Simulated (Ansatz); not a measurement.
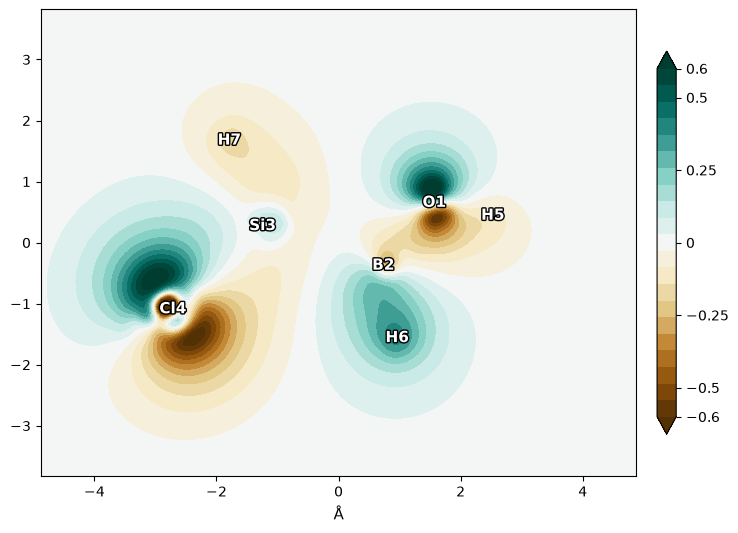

Figure 1: BClH₃OSi (charge +1). The HOMO−1 on the molecular plane (values in Å⁻³ᐟ²; the overall sign is arbitrary).

The calculation used Ansatz 0.2.0, RKS PBE-D4/def2-SVP.

```yaml
atoms:
  - { symbol: O, position_ang: [-0.1021, -1.5703, -0.2526] }
  - { symbol: B, position_ang: [-0.4385, -0.3455, -0.6431] }
  - { symbol: Si, position_ang: [0.3784, 1.0912, 0.6173] }
  - { symbol: Cl, position_ang: [-0.0281, 3.0262, 0.2804] }
  - { symbol: H, position_ang: [-0.4457, -2.3174, -0.7907] }
  - { symbol: H, position_ang: [-1.1171, 0.0059, -1.5803] }
  - { symbol: H, position_ang: [1.2742, 0.9120, 1.8076] }
```

Question: What is the character of this orbital?

Answer: It lies mainly on Cl4 (about 60 %), O1 (about 10 %), B2 (about 10 %) and H6 (about 10 %); it is symmetric in the molecular plane (an in-plane orbital: σ, lone-pair or in-plane π type). Its energy is −13.80 eV.
